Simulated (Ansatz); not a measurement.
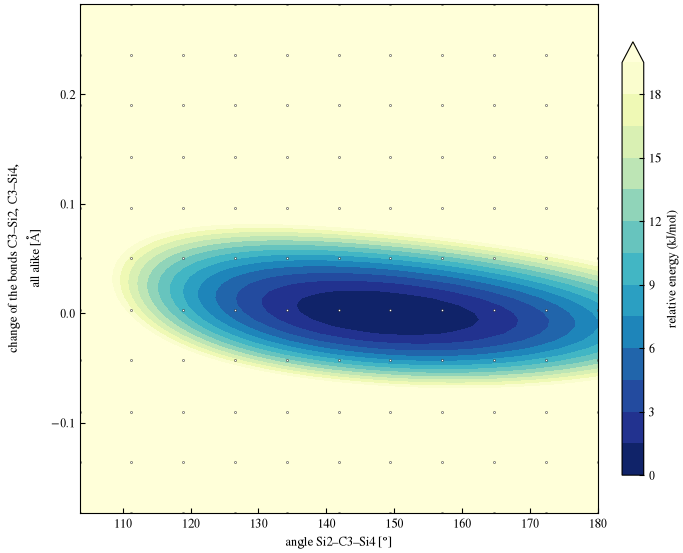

CH2FSi2, SMILES F[SiH+]C#[SiH], charge +1. Coordinates scanned: (1) angle Si2–C3–Si4; (2) change of the bonds C3–Si2, C3–Si4, all alike. Nothing is relaxed (all other coordinates rigid). The scan uses an 11 × 11 grid. Points are written as (first, second). All energies are given in kJ/mol relative to the relaxed molecule at the same level. Level of theory: RKS PBE0-D4/def2-TZVP in Ansatz.

Drawn: filled contours, dots at the grid points, one colour for all values above the top of the scale. Between grid points the surface is interpolated.

Question: Where is the minimum, and how stiff is the well along each coordinate?

Answer: The interpolated minimum is at angle Si2–C3–Si4 ≈ 148.7°, the second coordinate ≈ 0.000 Å. The curvatures there are about 0.61 eV/rad² and 80 eV/Å², with a cross term of about 2.1 eV/(rad·Å). Round the minimum the valley is somewhat tilted: raising angle Si2–C3–Si4 shifts the best value of the second coordinate downwards (coupling k₁₂/√(k₁₁k₂₂) about 0.3). (1 eV is 96.5 kJ/mol.)
